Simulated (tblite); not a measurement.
C2H5N2Si: geometry relaxation (part 3 of 4)

C2H5N2Si, multiplicity 2, SMILES [C]#C[SiH](N)N; GFN2-xTB geometry optimisation, gas phase (tblite 0.8.0). It belongs to a series of runs on one base structure; here: H removed from sp C.

Geometry of the input (Å):
```
C  -0.6686  2.8380  0.1774
C  -0.3810  1.6795  0.2809
Si 0.0661  -0.0956  0.4617
N  -1.1139  -1.1567  -0.3441
N  1.6280  -0.4150  -0.3608
H  0.1289  -0.3838  1.8770
H  -1.7350  -0.6615  -1.0072
H  -1.6361  -1.7635  0.3374
H  1.4300  -0.3554  -1.3882
H  2.2904  0.3187  -0.0566
```

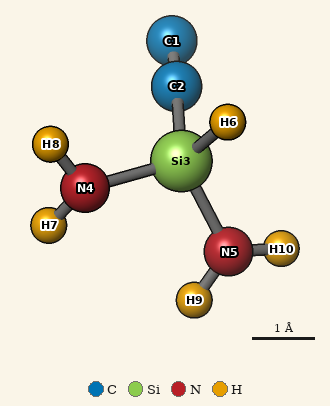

The geometry at step 66 of the log (ball-and-stick view, seen at a tilt; atoms are numbered from 1 in the order of the input).

**Trajectory as extended XYZ, continued**
```
10
Properties=species:S:1:pos:R:3:forces:R:3 step=53 energy=-387.67914
C    -0.8264    2.8616    0.3062   -0.0430   0.1500   0.0040
C    -0.4699    1.7218    0.4200    0.0440  -0.1550   0.0260
Si    0.0734   -0.0782    0.4992   -0.0170  -0.0100  -0.0110
N    -1.0887   -1.1272   -0.2217    0.0040   0.0450  -0.0650
N     1.5241   -0.3051   -0.3954   -0.0150  -0.0360  -0.0170
H     0.2662   -0.4798    1.8893    0.0050   0.0360  -0.0090
H    -1.3060   -1.0086   -1.1996    0.0110  -0.0410   0.0460
H    -1.9338   -1.3085    0.2911   -0.0500  -0.0230   0.0140
H     1.4804   -0.6007   -1.3561    0.0000   0.0010   0.0010
H     2.2896    0.3293   -0.2555    0.0610   0.0330   0.0110
10
Properties=species:S:1:pos:R:3:forces:R:3 step=54 energy=-387.67962
C    -0.8191    2.8633    0.3124   -0.0180   0.0640   0.0160
C    -0.4691    1.7210    0.4300    0.0210  -0.0640   0.0120
Si    0.0735   -0.0793    0.5022   -0.0260  -0.0010  -0.0170
N    -1.0904   -1.1276   -0.2140   -0.0760   0.0140  -0.0700
N     1.5197   -0.3022   -0.4005    0.0440   0.0130   0.0180
H     0.2644   -0.4845    1.8912    0.0150   0.0360  -0.0020
H    -1.2752   -1.0433   -1.2032   -0.0080  -0.0440   0.1080
H    -1.9524   -1.2813    0.2841    0.0350  -0.0050  -0.0570
H     1.4773   -0.6031   -1.3592   -0.0090  -0.0010  -0.0070
H     2.2803    0.3417   -0.2656    0.0200  -0.0120  -0.0020
10
Properties=species:S:1:pos:R:3:forces:R:3 step=55 energy=-387.67973
C    -0.8172    2.8657    0.3112    0.0190  -0.0660   0.0310
C    -0.4720    1.7208    0.4311   -0.0080   0.0690  -0.0060
Si    0.0734   -0.0786    0.5012   -0.0230   0.0080  -0.0190
N    -1.0940   -1.1222   -0.2138    0.0860  -0.0050   0.0090
N     1.5201   -0.3033   -0.4013    0.0780   0.0580   0.0560
H     0.2649   -0.4834    1.8899    0.0170   0.0320   0.0050
H    -1.2781   -1.0443   -1.1987   -0.0280  -0.0210  -0.0920
H    -1.9504   -1.2882    0.2814   -0.1010  -0.0210   0.0530
H     1.4802   -0.6024   -1.3602   -0.0160  -0.0060  -0.0260
H     2.2819    0.3404   -0.2634   -0.0230  -0.0480  -0.0110
10
Properties=species:S:1:pos:R:3:forces:R:3 step=56 energy=-387.68015
C    -0.8246    2.8631    0.3147    0.0010   0.0060   0.0230
C    -0.4716    1.7211    0.4321    0.0050   0.0040   0.0010
Si    0.0740   -0.0780    0.5005   -0.0080  -0.0010  -0.0160
N    -1.0922   -1.1232   -0.2150   -0.0070  -0.0090   0.0400
N     1.5207   -0.3022   -0.4018    0.0090  -0.0120   0.0030
H     0.2669   -0.4812    1.8899    0.0130   0.0320  -0.0010
H    -1.2757   -1.0437   -1.2008   -0.0280  -0.0270  -0.0510
H    -1.9523   -1.2810    0.2820   -0.0120  -0.0090  -0.0140
H     1.4807   -0.6083   -1.3597   -0.0060   0.0160   0.0240
H     2.2830    0.3381   -0.2643    0.0330   0.0000  -0.0080
10
Properties=species:S:1:pos:R:3:forces:R:3 step=57 energy=-387.68027
C    -0.8237    2.8640    0.3156    0.0050  -0.0110   0.0260
C    -0.4725    1.7213    0.4336    0.0020   0.0200  -0.0030
Si    0.0737   -0.0776    0.5007   -0.0010   0.0000  -0.0130
N    -1.0931   -1.1225   -0.2137   -0.0120  -0.0090  -0.0310
N     1.5206   -0.3017   -0.4019   -0.0040  -0.0180   0.0030
H     0.2682   -0.4820    1.8897    0.0110   0.0340  -0.0030
H    -1.2723   -1.0487   -1.2025   -0.0200  -0.0310   0.0200
H    -1.9547   -1.2783    0.2811   -0.0140  -0.0070  -0.0170
H     1.4802   -0.6089   -1.3594   -0.0050   0.0170   0.0240
H     2.2826    0.3390   -0.2657    0.0370   0.0050  -0.0060
10
Properties=species:S:1:pos:R:3:forces:R:3 step=59 energy=-387.68114
C    -0.8383    2.8625    0.3290    0.0140  -0.0240   0.0250
C    -0.4752    1.7226    0.4394   -0.0040   0.0360  -0.0180
Si    0.0748   -0.0753    0.4958    0.0230   0.0030   0.0070
N    -1.0962   -1.1183   -0.2148   -0.0480  -0.0250  -0.0200
N     1.5251   -0.3059   -0.4012   -0.0050   0.0170   0.0250
H     0.2757   -0.4699    1.8875    0.0000   0.0200  -0.0120
H    -1.2675   -1.0618   -1.2065   -0.0100  -0.0220   0.0420
H    -1.9631   -1.2652    0.2760    0.0420   0.0070  -0.0390
H     1.4836   -0.6183   -1.3562   -0.0050   0.0030  -0.0150
H     2.2899    0.3343   -0.2715   -0.0060  -0.0150   0.0050
10
Properties=species:S:1:pos:R:3:forces:R:3 step=60 energy=-387.68141
C    -0.8395    2.8626    0.3337    0.0150  -0.0230   0.0240
C    -0.4743    1.7231    0.4411   -0.0080   0.0360  -0.0230
Si    0.0746   -0.0753    0.4943    0.0150   0.0050   0.0050
N    -1.0976   -1.1185   -0.2152   -0.0300  -0.0210   0.0010
N     1.5260   -0.3060   -0.4009   -0.0050   0.0160   0.0190
H     0.2772   -0.4648    1.8869   -0.0030   0.0110  -0.0090
H    -1.2669   -1.0692   -1.2070   -0.0020  -0.0140   0.0160
H    -1.9663   -1.2621    0.2730    0.0380   0.0080  -0.0220
H     1.4839   -0.6189   -1.3556   -0.0030   0.0000  -0.0210
H     2.2918    0.3337   -0.2728   -0.0170  -0.0170   0.0110
10
Properties=species:S:1:pos:R:3:forces:R:3 step=61 energy=-387.68164
C    -0.8353    2.8634    0.3380    0.0100  -0.0080   0.0220
C    -0.4718    1.7233    0.4436   -0.0100   0.0230  -0.0250
Si    0.0738   -0.0761    0.4938   -0.0010   0.0070  -0.0030
N    -1.0990   -1.1206   -0.2141   -0.0070  -0.0110   0.0050
N     1.5252   -0.3042   -0.4016   -0.0060   0.0020   0.0030
H     0.2771   -0.4613    1.8871   -0.0020   0.0010  -0.0020
H    -1.2623   -1.0831   -1.2072    0.0080  -0.0070   0.0040
H    -1.9715   -1.2562    0.2687    0.0240   0.0050  -0.0020
H     1.4825   -0.6171   -1.3564    0.0000   0.0010  -0.0150
H     2.2902    0.3364   -0.2744   -0.0160  -0.0140   0.0140
10
Properties=species:S:1:pos:R:3:forces:R:3 step=62 energy=-387.68175
C    -0.8298    2.8643    0.3403    0.0040   0.0110   0.0200
C    -0.4693    1.7234    0.4452   -0.0080   0.0050  -0.0250
Si    0.0728   -0.0771    0.4940   -0.0100   0.0080  -0.0080
N    -1.0995   -1.1230   -0.2128    0.0080  -0.0030   0.0040
N     1.5237   -0.3027   -0.4025   -0.0060  -0.0060  -0.0040
H     0.2757   -0.4603    1.8878   -0.0010  -0.0030   0.0000
H    -1.2574   -1.0943   -1.2070    0.0130  -0.0030   0.0000
H    -1.9750   -1.2512    0.2657    0.0100   0.0010   0.0090
H     1.4807   -0.6144   -1.3579    0.0010   0.0020  -0.0100
H     2.2869    0.3399   -0.2753   -0.0100  -0.0120   0.0130
10
Properties=species:S:1:pos:R:3:forces:R:3 step=63 energy=-387.68182
C    -0.8257    2.8652    0.3420   -0.0020   0.0250   0.0190
C    -0.4678    1.7235    0.4460   -0.0070  -0.0070  -0.0240
Si    0.0720   -0.0776    0.4942   -0.0120   0.0080  -0.0070
N    -1.0997   -1.1248   -0.2117    0.0170   0.0010  -0.0010
N     1.5224   -0.3019   -0.4033   -0.0070  -0.0110  -0.0090
H     0.2745   -0.4600    1.8882    0.0010  -0.0040  -0.0010
H    -1.2533   -1.1023   -1.2067    0.0130  -0.0020  -0.0010
H    -1.9772   -1.2474    0.2639   -0.0020  -0.0030   0.0160
H     1.4795   -0.6124   -1.3592    0.0010   0.0040  -0.0040
H     2.2840    0.3424   -0.2757   -0.0030  -0.0110   0.0120
10
Properties=species:S:1:pos:R:3:forces:R:3 step=64 energy=-387.68193
C    -0.8214    2.8667    0.3447   -0.0060   0.0360   0.0170
C    -0.4666    1.7239    0.4462   -0.0050  -0.0180  -0.0220
Si    0.0710   -0.0778    0.4939   -0.0090   0.0060  -0.0030
N    -1.0998   -1.1266   -0.2105    0.0250   0.0040  -0.0050
N     1.5210   -0.3015   -0.4043   -0.0080  -0.0130  -0.0120
H     0.2734   -0.4596    1.8884    0.0010  -0.0030  -0.0040
H    -1.2485   -1.1110   -1.2063    0.0120  -0.0020  -0.0030
H    -1.9795   -1.2436    0.2620   -0.0160  -0.0060   0.0210
H     1.4784   -0.6104   -1.3609    0.0010   0.0060   0.0020
H     2.2808    0.3444   -0.2758    0.0050  -0.0100   0.0090
10
Properties=species:S:1:pos:R:3:forces:R:3 step=65 energy=-387.68212
C    -0.8161    2.8697    0.3506   -0.0100   0.0430   0.0130
C    -0.4660    1.7250    0.4453   -0.0040  -0.0250  -0.0180
Si    0.0693   -0.0773    0.4929   -0.0040   0.0020   0.0060
N    -1.1001   -1.1291   -0.2086    0.0320   0.0070  -0.0120
N     1.5190   -0.3014   -0.4058   -0.0110  -0.0140  -0.0150
H     0.2724   -0.4580    1.8880    0.0010  -0.0010  -0.0100
H    -1.2413   -1.1241   -1.2055    0.0080  -0.0030  -0.0030
H    -1.9828   -1.2383    0.2593   -0.0280  -0.0100   0.0240
H     1.4773   -0.6078   -1.3634    0.0000   0.0080   0.0100
H     2.2771    0.3459   -0.2754    0.0150  -0.0080   0.0060
10
Properties=species:S:1:pos:R:3:forces:R:3 step=66 energy=-387.68242
C    -0.8115    2.8746    0.3608   -0.0090   0.0320   0.0070
C    -0.4669    1.7271    0.4411   -0.0060  -0.0170  -0.0110
Si    0.0670   -0.0755    0.4905    0.0050  -0.0040   0.0160
N    -1.1004   -1.1316   -0.2067    0.0390   0.0100  -0.0110
N     1.5169   -0.3023   -0.4073   -0.0120  -0.0120  -0.0160
H     0.2722   -0.4543    1.8863   -0.0010   0.0030  -0.0160
H    -1.2341   -1.1386   -1.2044    0.0030  -0.0030  -0.0140
H    -1.9858   -1.2343    0.2568   -0.0400  -0.0120   0.0270
H     1.4767   -0.6050   -1.3663   -0.0020   0.0100   0.0140
H     2.2747    0.3445   -0.2733    0.0240  -0.0070   0.0030
10
Properties=species:S:1:pos:R:3:forces:R:3 step=67 energy=-387.68269
C    -0.8113    2.8796    0.3733   -0.0010  -0.0030   0.0000
C    -0.4699    1.7297    0.4354   -0.0110   0.0110  -0.0020
Si    0.0653   -0.0726    0.4875    0.0090  -0.0060   0.0190
N    -1.1009   -1.1323   -0.2054    0.0240   0.0060  -0.0170
N     1.5156   -0.3035   -0.4087   -0.0100  -0.0060  -0.0130
H     0.2739   -0.4489    1.8834   -0.0040   0.0050  -0.0130
H    -1.2283   -1.1504   -1.2040   -0.0010  -0.0030  -0.0020
H    -1.9888   -1.2316    0.2550   -0.0250  -0.0070   0.0160
H     1.4774   -0.6049   -1.3680   -0.0040   0.0110   0.0120
H     2.2758    0.3396   -0.2710    0.0220  -0.0080   0.0010
10
Properties=species:S:1:pos:R:3:forces:R:3 step=68 energy=-387.68280
C    -0.8165    2.8811    0.3773    0.0000  -0.0060  -0.0060
C    -0.4735    1.7311    0.4285   -0.0060   0.0060   0.0080
Si    0.0654   -0.0704    0.4857    0.0080  -0.0040   0.0110
N    -1.1003   -1.1310   -0.2072    0.0320   0.0060   0.0330
N     1.5165   -0.3053   -0.4079   -0.0030   0.0030  -0.0040
H     0.2759   -0.4458    1.8810   -0.0080   0.0060  -0.0050
H    -1.2349   -1.1417   -1.2036   -0.0040  -0.0040  -0.0620
H    -1.9845   -1.2394    0.2579   -0.0280  -0.0040   0.0250
H     1.4792   -0.6059   -1.3671   -0.0040   0.0080  -0.0020
H     2.2815    0.3319   -0.2671    0.0110  -0.0110   0.0000
10
Properties=species:S:1:pos:R:3:forces:R:3 step=69 energy=-387.68287
C    -0.8199    2.8810    0.3794   -0.0010  -0.0010  -0.0070
C    -0.4753    1.7314    0.4287   -0.0010  -0.0010   0.0090
Si    0.0660   -0.0695    0.4856    0.0030   0.0010   0.0010
N    -1.1007   -1.1293   -0.2071   -0.0030  -0.0030  -0.0030
N     1.5169   -0.3050   -0.4080    0.0000   0.0030  -0.0010
H     0.2778   -0.4448    1.8804   -0.0080   0.0040   0.0030
H    -1.2336   -1.1427   -1.2051    0.0000  -0.0020   0.0020
H    -1.9861   -1.2376    0.2579    0.0110   0.0030   0.0000
H     1.4798   -0.6086   -1.3662   -0.0040   0.0080  -0.0070
H     2.2840    0.3299   -0.2680    0.0030  -0.0120   0.0020
10
Properties=species:S:1:pos:R:3:forces:R:3 step=70 energy=-387.68289
C    -0.8195    2.8800    0.3761   -0.0030   0.0070  -0.0050
C    -0.4746    1.7307    0.4291    0.0000  -0.0080   0.0090
Si    0.0663   -0.0703    0.4863    0.0020   0.0010   0.0000
N    -1.1004   -1.1294   -0.2077    0.0030  -0.0010   0.0040
N     1.5173   -0.3048   -0.4075   -0.0020   0.0010  -0.0010
H     0.2770   -0.4461    1.8811   -0.0070   0.0040   0.0020
H    -1.2361   -1.1386   -1.2052    0.0010  -0.0020  -0.0070
H    -1.9845   -1.2397    0.2589    0.0040   0.0010   0.0050
H     1.4794   -0.6078   -1.3658   -0.0030   0.0070  -0.0080
H     2.2839    0.3306   -0.2679    0.0050  -0.0100   0.0020
10
Properties=species:S:1:pos:R:3:forces:R:3 step=71 energy=-387.68290
C    -0.8191    2.8796    0.3741   -0.0020   0.0030  -0.0050
C    -0.4743    1.7304    0.4288   -0.0010  -0.0040   0.0090
Si    0.0665   -0.0706    0.4868    0.0000   0.0010  -0.0010
N    -1.1000   -1.1296   -0.2082    0.0050   0.0010   0.0050
N     1.5175   -0.3048   -0.4071   -0.0020  -0.0010  -0.0020
H     0.2763   -0.4469    1.8815   -0.0070   0.0040   0.0020
H    -1.2383   -1.1354   -1.2053    0.0020  -0.0020  -0.0090
H    -1.9829   -1.2418    0.2600    0.0010   0.0000   0.0060
H     1.4789   -0.6068   -1.3657   -0.0020   0.0070  -0.0080
H     2.2842    0.3305   -0.2675    0.0060  -0.0090   0.0030
10
Properties=species:S:1:pos:R:3:forces:R:3 step=72 energy=-387.68293
C    -0.8189    2.8793    0.3713    0.0000  -0.0040  -0.0040
C    -0.4741    1.7301    0.4280   -0.0030   0.0010   0.0080
Si    0.0668   -0.0710    0.4871   -0.0030   0.0030  -0.0040
N    -1.0991   -1.1301   -0.2088    0.0050   0.0040   0.0030
N     1.5178   -0.3050   -0.4066   -0.0030  -0.0030  -0.0050
H     0.2750   -0.4475    1.8820   -0.0050   0.0040   0.0020
H    -1.2418   -1.1302   -1.2054    0.0040  -0.0030  -0.0060
H    -1.9802   -1.2455    0.2620   -0.0020  -0.0010   0.0070
H     1.4780   -0.6048   -1.3660    0.0000   0.0070  -0.0060
H     2.2852    0.3293   -0.2661    0.0060  -0.0080   0.0030
10
Properties=species:S:1:pos:R:3:forces:R:3 step=73 energy=-387.68298
C    -0.8187    2.8795    0.3693    0.0020  -0.0120  -0.0030
C    -0.4742    1.7302    0.4271   -0.0050   0.0080   0.0080
Si    0.0669   -0.0709    0.4871   -0.0050   0.0040  -0.0050
N    -1.0980   -1.1309   -0.2094    0.0040   0.0070  -0.0030
N     1.5179   -0.3053   -0.4065   -0.0030  -0.0040  -0.0070
H     0.2732   -0.4470    1.8822   -0.0030   0.0030   0.0030
H    -1.2451   -1.1258   -1.2056    0.0060  -0.0040   0.0000
H    -1.9772   -1.2496    0.2642   -0.0060  -0.0020   0.0080
H     1.4772   -0.6021   -1.3669    0.0020   0.0080  -0.0030
H     2.2869    0.3266   -0.2640    0.0060  -0.0080   0.0020
10
Properties=species:S:1:pos:R:3:forces:R:3 step=74 energy=-387.68306
C    -0.8185    2.8806    0.3688    0.0040  -0.0210  -0.0030
C    -0.4749    1.7309    0.4263   -0.0060   0.0150   0.0060
Si    0.0667   -0.0702    0.4862   -0.0040   0.0040  -0.0050
N    -1.0968   -1.1321   -0.2098    0.0020   0.0110  -0.0130
N     1.5175   -0.3059   -0.4072   -0.0020  -0.0030  -0.0070
H     0.2707   -0.4447    1.8820    0.0010   0.0020   0.0030
H    -1.2478   -1.1236   -1.2056    0.0080  -0.0040   0.0090
H    -1.9740   -1.2537    0.2665   -0.0100  -0.0030   0.0070
H     1.4764   -0.5980   -1.3691    0.0030   0.0090   0.0010
H     2.2895    0.3214   -0.2606    0.0030  -0.0080   0.0010
10
Properties=species:S:1:pos:R:3:forces:R:3 step=75 energy=-387.68314
C    -0.8179    2.8825    0.3708    0.0030  -0.0230  -0.0030
C    -0.4761    1.7321    0.4267   -0.0050   0.0170   0.0020
Si    0.0661   -0.0689    0.4846   -0.0010   0.0020  -0.0030
N    -1.0961   -1.1331   -0.2096    0.0000   0.0110  -0.0190
N     1.5164   -0.3063   -0.4090    0.0010  -0.0010  -0.0020
H     0.2684   -0.4406    1.8814    0.0060  -0.0010   0.0030
H    -1.2473   -1.1271   -1.2055    0.0080  -0.0040   0.0150
H    -1.9727   -1.2553    0.2676   -0.0130  -0.0030   0.0050
H     1.4759   -0.5937   -1.3723    0.0020   0.0100   0.0030
H     2.2922    0.3152   -0.2573   -0.0010  -0.0080   0.0000
10
Properties=species:S:1:pos:R:3:forces:R:3 step=76 energy=-387.68319
C    -0.8171    2.8840    0.3736    0.0000  -0.0160  -0.0040
C    -0.4773    1.7331    0.4284   -0.0020   0.0130  -0.0030
Si    0.0654   -0.0677    0.4834    0.0020   0.0010  -0.0010
N    -1.0964   -1.1330   -0.2090   -0.0020   0.0070  -0.0170
N     1.5153   -0.3063   -0.4107    0.0020   0.0000   0.0030
H     0.2676   -0.4374    1.8809    0.0080  -0.0040   0.0020
H    -1.2440   -1.1344   -1.2054    0.0060  -0.0020   0.0160
H    -1.9740   -1.2537    0.2669   -0.0090  -0.0010   0.0010
H     1.4758   -0.5914   -1.3746   -0.0020   0.0090   0.0000
H     2.2936    0.3114   -0.2560   -0.0020  -0.0060   0.0010
10
Properties=species:S:1:pos:R:3:forces:R:3 step=77 energy=-387.68321
C    -0.8162    2.8847    0.3748   -0.0030  -0.0090  -0.0040
C    -0.4778    1.7334    0.4296    0.0010   0.0070  -0.0040
Si    0.0651   -0.0673    0.4831    0.0010  -0.0010   0.0010
N    -1.0971   -1.1325   -0.2086   -0.0040   0.0030  -0.0100
N     1.5148   -0.3060   -0.4113    0.0010  -0.0010   0.0050
H     0.2678   -0.4366    1.8807    0.0080  -0.0040   0.0010
H    -1.2414   -1.1392   -1.2053    0.0040   0.0000   0.0130
H    -1.9756   -1.2520    0.2660   -0.0040   0.0010  -0.0030
H     1.4758   -0.5906   -1.3753   -0.0040   0.0080  -0.0020
H     2.2935    0.3108   -0.2561    0.0000  -0.0040   0.0020
10
Properties=species:S:1:pos:R:3:forces:R:3 step=78 energy=-387.68322
C    -0.8151    2.8850    0.3748   -0.0050  -0.0030  -0.0040
C    -0.4780    1.7334    0.4302    0.0040   0.0020  -0.0040
Si    0.0650   -0.0672    0.4832    0.0000  -0.0010   0.0020
N    -1.0976   -1.1319   -0.2084   -0.0050   0.0000   0.0000
N     1.5146   -0.3059   -0.4113    0.0010  -0.0020   0.0030
H     0.2681   -0.4368    1.8807    0.0080  -0.0040   0.0010
H    -1.2400   -1.1417   -1.2052    0.0020   0.0010   0.0060
H    -1.9766   -1.2514    0.2655   -0.0010   0.0030  -0.0060
H     1.4754   -0.5898   -1.3756   -0.0050   0.0070  -0.0020
H     2.2932    0.3111   -0.2563    0.0010  -0.0030   0.0040
```

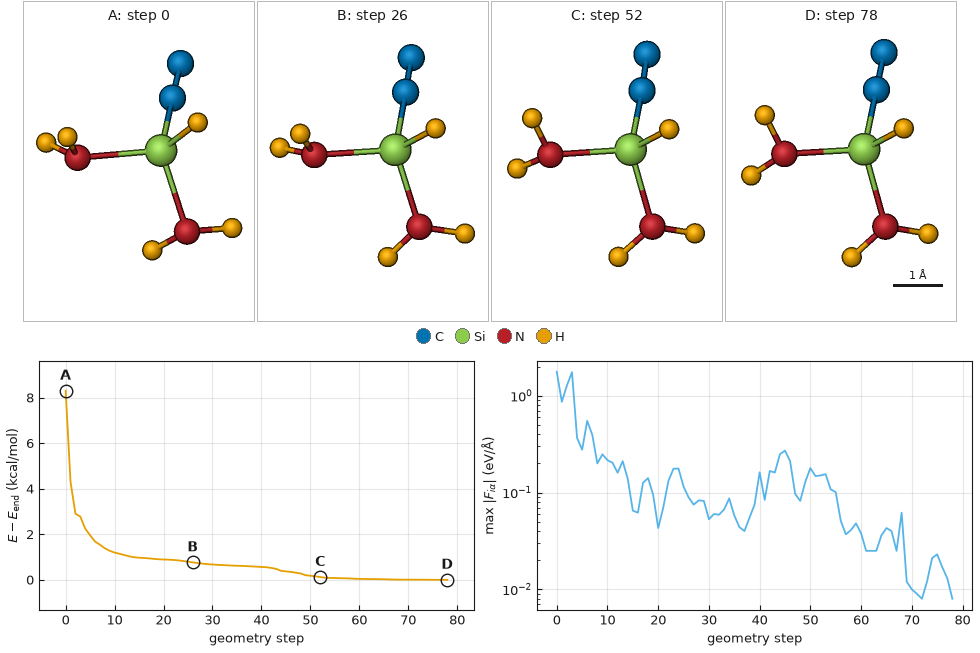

Frames of the relaxation (ball-and-stick view, seen at a tilt) above the curves, on which the letters mark them (steps are counted from 0).
